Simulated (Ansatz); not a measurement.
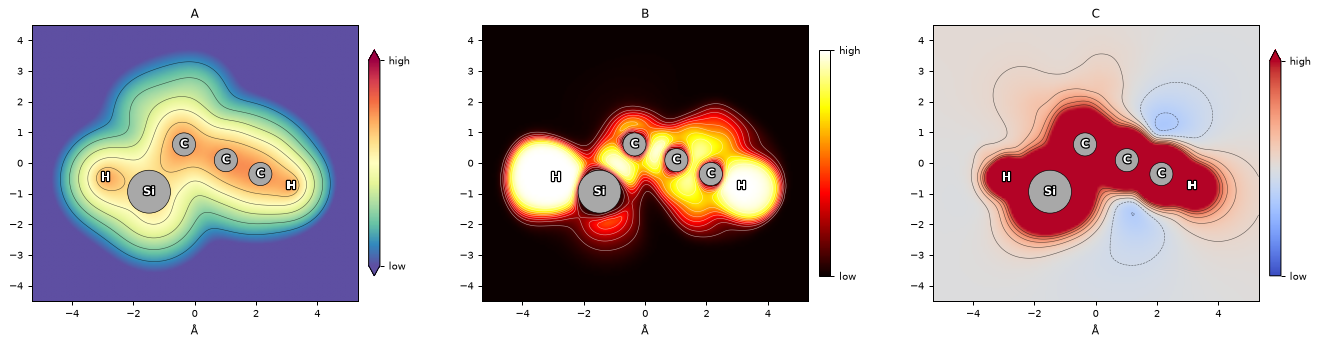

C5H10Si (SMILES C#CC(C)(C)[SiH3]): 3 fields on the plane of atoms C3, Si6 and H14, with unlabelled colour scales. Grey discs cover the atomic cores.

Geometry: PBE0-D3(BJ)/def2-SVP.

Level of theory: isolated molecule in a Gaussian basis; Kohn-Sham density functional theory, functional PBE0 in Ansatz.

| atom | x (Å) | y (Å) | z (Å) |
| --- | --- | --- | --- |
| C | -1.1769 | -0.6679 | 1.8899 |
| C | -0.0749 | -0.4338 | 1.4402 |
| C | 1.2379 | -0.1262 | 0.8842 |
| C | 2.2519 | 0.1507 | 2.0056 |
| C | 1.7265 | -1.2687 | -0.0205 |
| Si | 1.0033 | 1.4602 | -0.1661 |
| H | -2.1511 | -0.8783 | 2.2898 |
| H | 1.9166 | 0.9653 | 2.6644 |
| H | 3.2311 | 0.4267 | 1.5834 |
| H | 2.3902 | -0.7494 | 2.6262 |
| H | 2.6974 | -1.0153 | -0.4747 |
| H | 1.8560 | -2.1921 | 0.5668 |
| H | 1.0110 | -1.4813 | -0.8284 |
| H | 2.3206 | 1.8362 | -0.7718 |
| H | 0.0176 | 1.2062 | -1.2581 |
| H | 0.5264 | 2.5782 | 0.7005 |

The panels show electron density, electron localisation function and electrostatic potential in some order. Assign them.

Panel A: electron density. Panel B: electron localisation function. Panel C: electrostatic potential (strongly positive close to the atoms, with negative regions outside electron-rich atoms). From the grid: C–C (1.21 Å): ρ is about 2.7 e/Å³ halfway; the ELF peaks at about 0.85 between the atoms; a short, multiple covalent bond. C–Si (1.92 Å): ρ is about 0.91 e/Å³ halfway; the ELF peaks at about 0.95 between the atoms (localised, covalent bonding).
